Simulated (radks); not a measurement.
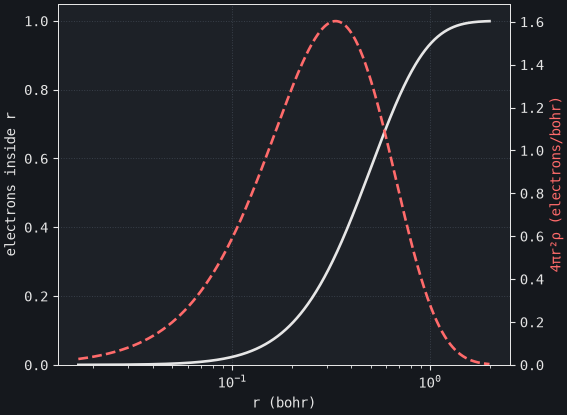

System: the lithium ion Li²⁺, configuration 1s1 (high spin). Theory: scalar-relativistic Kohn-Sham, PBEsol, spin-polarised, spherical densities, finite nucleus (computed with the in-house radial solver radks).

The plot shows the number of electrons inside radius r (solid) and the radial density 4πr²ρ (dashed).

Q: Read the plot.

Answer: The count levels off at 1 electrons. Half of them lie within 0.450 bohr, 90 % within 0.902 bohr and 99 % within 1.44 bohr. The radial density has a single maximum, so no shell boundary shows.
